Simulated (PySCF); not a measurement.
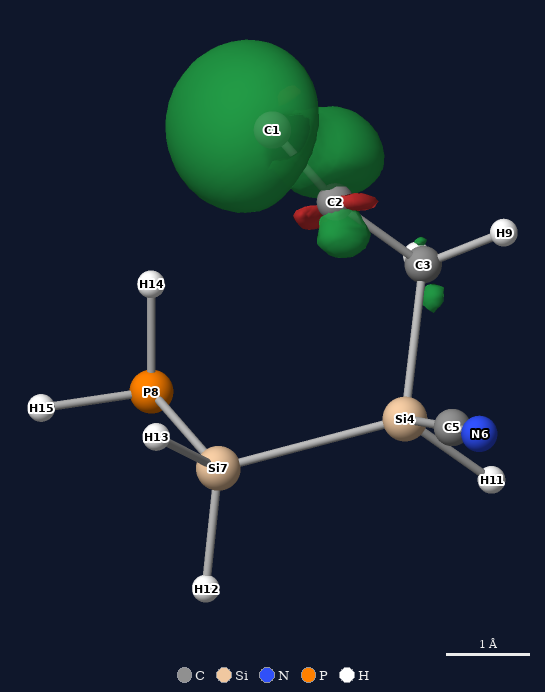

Figure. C4H7NPSi2 (doublet). Isosurfaces of the spin density (α minus β) at +0.04 (green) and −0.04 e/Å³ (red), seen at an oblique angle.

Geometry: GFN2-xTB.

All numbers below come from UKS B3LYP, pcH-1 on C H N P Si, non-relativistic, mean-field spin-orbit, GIAO in PySCF 2.14.0, density-fitted response routines.

```yaml
atoms:
  - { symbol: C, position_ang: [-1.2992, 2.3497, -1.1618] }
  - { symbol: C, position_ang: [-1.2286, 1.5160, -0.2960] }
  - { symbol: C, position_ang: [-1.2432, 0.8142, 0.9734] }
  - { symbol: Si, position_ang: [-0.5312, -0.9607, 0.6857] }
  - { symbol: C, position_ang: [-1.9009, -1.8771, -0.1972] }
  - { symbol: N, position_ang: [-2.7200, -2.4480, -0.7595] }
  - { symbol: Si, position_ang: [1.3629, -0.8415, -0.6689] }
  - { symbol: P, position_ang: [2.5809, 0.9043, 0.0342] }
  - { symbol: H, position_ang: [-2.2606, 0.7834, 1.3674] }
  - { symbol: H, position_ang: [-0.6136, 1.3430, 1.6926] }
  - { symbol: H, position_ang: [-0.4909, -1.6016, 2.0110] }
  - { symbol: H, position_ang: [2.2158, -2.0228, -0.4888] }
  - { symbol: H, position_ang: [1.0094, -0.7703, -2.0925] }
  - { symbol: H, position_ang: [1.7235, 1.8670, -0.4622] }
  - { symbol: H, position_ang: [3.3913, 0.9523, -1.0838] }
```

### Which atoms carry the spin?

The unpaired spin (1 electron) lies mostly on C1 (about 0.8) and C2 (about 0.2), in electrons by Hirshfeld's partition.
